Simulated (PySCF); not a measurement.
## Geometry relaxation, with input and output: BSi2H7O4 (part 2 of 2)

BSi2H7O4, SMILES OB(O)O[SiH2]O[SiH3]; PBE0-D3(BJ)/def2-SVP geometry optimisation, gas phase (PySCF 2.14.0). 

Geometry of the input (Å):
```
O  2.9697  0.0026  -1.3634
B  2.2946  -0.0730  -0.1768
O  3.0062  -0.2344  0.9505
O  0.9911  -0.0010  -0.1225
Si -0.2260  -0.0716  0.9714
O  -1.5753  0.1125  0.1141
Si -3.0466  0.1510  -0.5195
H  2.3899  0.1484  -2.1281
H  3.9698  -0.2578  0.8262
H  -0.1349  1.0737  1.8960
H  -0.2602  -1.3815  1.6246
H  -2.9390  -0.3397  -1.8852
H  -3.5193  1.5585  -0.4819
H  -3.9265  -0.7023  0.3090
```

Trajectory as extended XYZ, continued:
```
14
Properties=species:S:1:pos:R:3:forces:R:3 step=11 energy=-24713.32260
O     2.8583   -0.1651   -1.5472    0.0962  -0.0066  -0.0719
B     2.2019   -0.1689   -0.3561   -0.0887   0.0475   0.2179
O     2.8779   -0.3879    0.8131    0.0974  -0.0014  -0.2924
O     0.8542    0.0558   -0.3010   -0.0528  -0.0512   0.1514
Si   -0.1300    0.0474    1.0518    0.0583   0.0142  -0.0986
O    -1.6614    0.2406    0.5018    0.0714   0.0251   0.1560
Si   -3.0227    0.1247   -0.4137   -0.0605  -0.0420  -0.1882
H     2.2654    0.0142   -2.2850    0.0133  -0.0195   0.0878
H     3.8187   -0.5261    0.6531   -0.0851   0.0044   0.0613
H     0.2002    1.1823    1.9499    0.0139   0.0627  -0.0420
H    -0.0163   -1.2434    1.7792    0.0038  -0.0613  -0.0566
H    -2.6822   -0.1870   -1.8354    0.0239   0.0098   0.0122
H    -3.7471    1.4265   -0.3706   -0.0493  -0.0088   0.0304
H    -3.8888   -0.9712    0.1106   -0.0416   0.0270   0.0327
14
Properties=species:S:1:pos:R:3:forces:R:3 step=12 energy=-24713.33758
O     2.6352   -0.2056   -1.6713    0.0348  -0.0026  -0.0229
B     2.1076   -0.1935   -0.4156   -0.0100   0.0103   0.1045
O     2.9010   -0.4440    0.6662    0.0243   0.0013  -0.1448
O     0.7810    0.0722   -0.2201   -0.0114  -0.0249   0.0097
Si   -0.1257    0.1051    1.1780    0.0041   0.0320   0.0293
O    -1.6897    0.3268    0.7211    0.0579   0.0194   0.0944
Si   -2.9057    0.1263   -0.3785   -0.0408  -0.0054  -0.1141
H     1.9709   -0.0089   -2.3396    0.0073  -0.0088   0.0459
H     3.8127   -0.6132    0.4055   -0.0456   0.0036   0.0336
H     0.2726    1.2528    2.0324    0.0142   0.0196  -0.0270
H     0.0035   -1.1821    1.9107    0.0055  -0.0353  -0.0350
H    -2.3498   -0.0856   -1.7495    0.0094   0.0022   0.0049
H    -3.7545    1.3515   -0.3813   -0.0240  -0.0126   0.0099
H    -3.7309   -1.0601   -0.0076   -0.0257   0.0011   0.0115
14
Properties=species:S:1:pos:R:3:forces:R:3 step=13 energy=-24713.31648
O     2.3518   -0.2591   -1.7945   -0.0100   0.0058   0.0179
B     1.9551   -0.2249   -0.4910    0.0398  -0.0189  -0.0084
O     2.8402   -0.5295    0.4975   -0.0043   0.0107   0.0067
O     0.6716    0.1126   -0.1628   -0.0226   0.0235  -0.0305
Si   -0.1226    0.1932    1.2974    0.0734  -0.0226   0.2707
O    -1.7203    0.4479    0.9680    0.1306   0.0080  -0.1188
Si   -2.7135    0.1286   -0.3241   -0.2112   0.0001  -0.1059
H     1.6317   -0.0251   -2.3881   -0.0073   0.0018   0.0009
H     3.7083   -0.7504    0.1462   -0.0078  -0.0002   0.0040
H     0.3607    1.3396    2.1081    0.0346   0.0126  -0.0361
H     0.0297   -1.0950    2.0257    0.0191  -0.0130  -0.0128
H    -1.9279    0.0720   -1.5943   -0.0292   0.0048   0.0163
H    -3.7328    1.2113   -0.4175   -0.0019   0.0029   0.0044
H    -3.4038   -1.1792   -0.1201   -0.0030  -0.0155  -0.0085
14
Properties=species:S:1:pos:R:3:forces:R:3 step=14 energy=-24713.33666
O     2.4995   -0.2312   -1.7326   -0.0053   0.0042   0.0079
B     2.0353   -0.2077   -0.4514    0.0077  -0.0092  -0.0180
O     2.8764   -0.4866    0.5820    0.0039   0.0044   0.0224
O     0.7276    0.0930   -0.1900    0.0082   0.0065  -0.0458
Si   -0.1219    0.1507    1.2404   -0.0155  -0.0135   0.1101
O    -1.7058    0.3885    0.8496    0.0643   0.0091  -0.0348
Si   -2.8173    0.1267   -0.3531   -0.0664  -0.0018  -0.0315
H     1.8038   -0.0180   -2.3620   -0.0051   0.0022  -0.0002
H     3.7676   -0.6834    0.2775   -0.0048   0.0001   0.0008
H     0.3238    1.3008    2.0675    0.0119   0.0014  -0.0125
H     0.0197   -1.1420    1.9627    0.0097  -0.0015   0.0000
H    -2.1364   -0.0120   -1.6759   -0.0098   0.0021   0.0039
H    -3.7564    1.2831   -0.3967    0.0010   0.0027   0.0022
H    -3.5876   -1.1198   -0.0676    0.0001  -0.0067  -0.0046
14
Properties=species:S:1:pos:R:3:forces:R:3 step=15 energy=-24713.33923
O     2.5744   -0.2228   -1.6990   -0.0107   0.0033   0.0088
B     2.0707   -0.1997   -0.4326   -0.0094  -0.0013  -0.0681
O     2.8835   -0.4628    0.6258    0.0036  -0.0031   0.0913
O     0.7518    0.0846   -0.2126    0.0349  -0.0045  -0.0510
Si   -0.1192    0.1320    1.2060   -0.0732  -0.0064   0.0153
O    -1.6978    0.3619    0.7911   -0.0037  -0.0023  -0.0343
Si   -2.8678    0.1266   -0.3627    0.0367   0.0004   0.0490
H     1.8926   -0.0231   -2.3475   -0.0054   0.0056  -0.0201
H     3.7860   -0.6509    0.3527    0.0177  -0.0023  -0.0157
H     0.3140    1.2867    2.0334   -0.0055  -0.0143   0.0138
H     0.0228   -1.1657    1.9199   -0.0024   0.0196   0.0194
H    -2.2435   -0.0361   -1.7096   -0.0079  -0.0004  -0.0098
H    -3.7775    1.3074   -0.3750    0.0108   0.0045   0.0043
H    -3.6619   -1.0962   -0.0394    0.0145   0.0012  -0.0028
14
Properties=species:S:1:pos:R:3:forces:R:3 step=16 energy=-24713.33964
O     2.6036   -0.2252   -1.6895    0.0161  -0.0048  -0.0129
B     2.0847   -0.2015   -0.4302   -0.0060   0.0215   0.0633
O     2.8843   -0.4521    0.6455    0.0023  -0.0033  -0.0737
O     0.7619    0.0773   -0.2263   -0.0168  -0.0265   0.0274
Si   -0.1197    0.1212    1.1896    0.0259   0.0229  -0.0079
O    -1.6925    0.3498    0.7622    0.0176   0.0039   0.0237
Si   -2.8860    0.1294   -0.3641   -0.0126   0.0007  -0.0454
H     1.9330   -0.0276   -2.3509    0.0045  -0.0045   0.0188
H     3.7923   -0.6326    0.3823   -0.0151   0.0008   0.0139
H     0.3032    1.2726    2.0265    0.0050   0.0106  -0.0091
H     0.0211   -1.1678    1.9180   -0.0066  -0.0162  -0.0189
H    -2.3013   -0.0420   -1.7283    0.0107   0.0009   0.0046
H    -3.7736    1.3267   -0.3594   -0.0133  -0.0095   0.0099
H    -3.6828   -1.0863   -0.0250   -0.0118   0.0035   0.0062
14
Properties=species:S:1:pos:R:3:forces:R:3 step=17 energy=-24713.34007
O     2.5948   -0.2243   -1.6911    0.0019   0.0002  -0.0005
B     2.0803   -0.2009   -0.4294   -0.0038   0.0058   0.0027
O     2.8842   -0.4567    0.6400    0.0006  -0.0012  -0.0008
O     0.7586    0.0792   -0.2207    0.0022  -0.0108  -0.0011
Si   -0.1205    0.1261    1.1952   -0.0075   0.0007  -0.0023
O    -1.6949    0.3558    0.7714    0.0041   0.0088  -0.0013
Si   -2.8793    0.1288   -0.3656    0.0067  -0.0028  -0.0033
H     1.9201   -0.0263   -2.3479    0.0008  -0.0001   0.0014
H     3.7903   -0.6403    0.3738   -0.0004  -0.0003   0.0007
H     0.3069    1.2784    2.0289    0.0003  -0.0004  -0.0007
H     0.0180   -1.1673    1.9166   -0.0021  -0.0005   0.0013
H    -2.2788   -0.0394   -1.7231    0.0008   0.0018  -0.0002
H    -3.7771    1.3185   -0.3663   -0.0023  -0.0015   0.0043
H    -3.6744   -1.0898   -0.0313   -0.0012   0.0003  -0.0002
14
Properties=species:S:1:pos:R:3:forces:R:3 step=18 energy=-24713.34012
O     2.5963   -0.2251   -1.6894    0.0001   0.0003   0.0007
B     2.0807   -0.2015   -0.4283   -0.0008   0.0046  -0.0015
O     2.8839   -0.4565    0.6418    0.0003  -0.0013   0.0038
O     0.7585    0.0775   -0.2208    0.0002  -0.0091  -0.0017
Si   -0.1213    0.1258    1.1946   -0.0047  -0.0018  -0.0008
O    -1.6952    0.3572    0.7703    0.0021   0.0095  -0.0038
Si   -2.8793    0.1298   -0.3670    0.0042  -0.0035   0.0010
H     1.9220   -0.0280   -2.3468    0.0005   0.0003  -0.0002
H     3.7903   -0.6394    0.3764    0.0003  -0.0003   0.0000
H     0.3070    1.2779    2.0280    0.0005  -0.0006   0.0003
H     0.0155   -1.1678    1.9159   -0.0019   0.0009   0.0021
H    -2.2781   -0.0372   -1.7244    0.0000   0.0020  -0.0008
H    -3.7785    1.3184   -0.3666   -0.0011  -0.0006   0.0026
H    -3.6736   -1.0894   -0.0331    0.0002  -0.0002  -0.0017
```

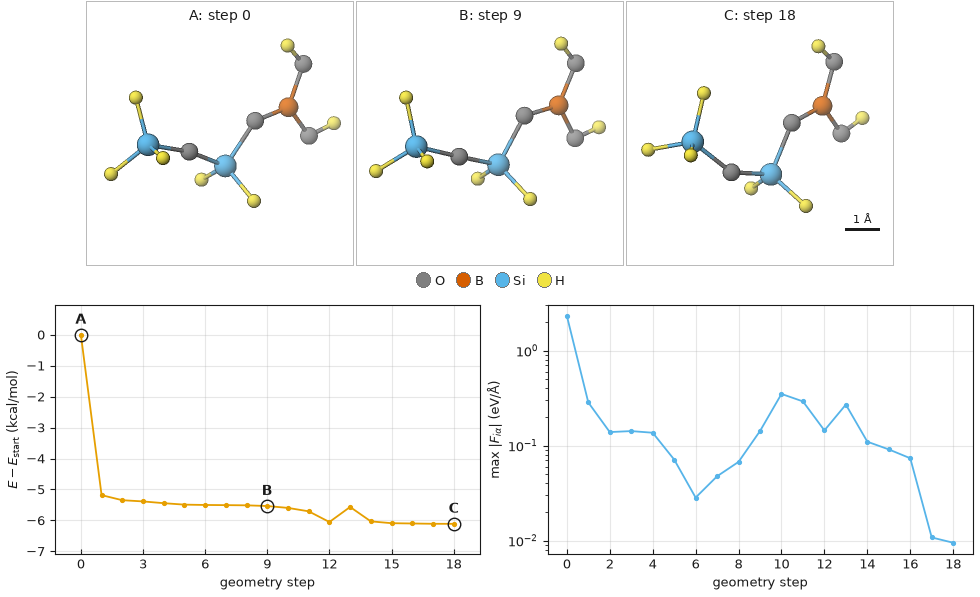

**Figure 1.** Frames of the relaxation (ball-and-stick view, seen at a tilt) above the curves, on which the letters mark them (steps are counted from 0).

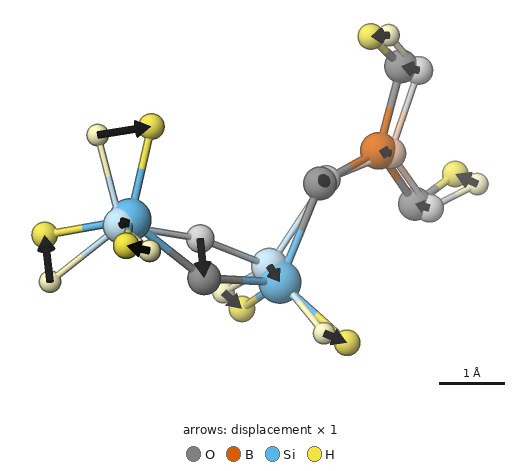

**Figure 2.** Start (faint) and end (solid) with the displacements as black arrows, at true length (ball-and-stick view, seen at a tilt). The two geometries are laid on each other by the best rigid fit. After 18 geometry steps the energy has fallen by 6.11 kcal/mol. The largest force component goes from 2.3 to 0.0095 eV/Å. H12 moves most after the best rigid fit: 0.86 Å. By element the largest moves are H 0.86 Å, O 0.63 Å, Si 0.31 Å, B 0.21 Å. Distances before and after: B2–O4 1.307 → 1.367 Å, O6–Si7 1.602 → 1.657 Å, Si5–O6 1.609 → 1.646 Å, O4–Si5 1.638 → 1.667 Å. Among the angles that change: Si5–O6–Si7 169.5° → 147.2°, B2–O4–Si5 140.1° → 130.2°, O6–Si7–H12 107.2° → 110.6°. (Atoms are counted from 1 in the order of the input.)

Results in brief:

| quantity | value |
| --- | --- |
| outcome | converged |
| total energy | −908.198506 hartree |
| dipole moment | 1.21 D |
| point group | C1 |
| hardware | 1 CPU thread, shared host |
| wall time | 4.3 min |
| peak memory | 0.71 GiB |
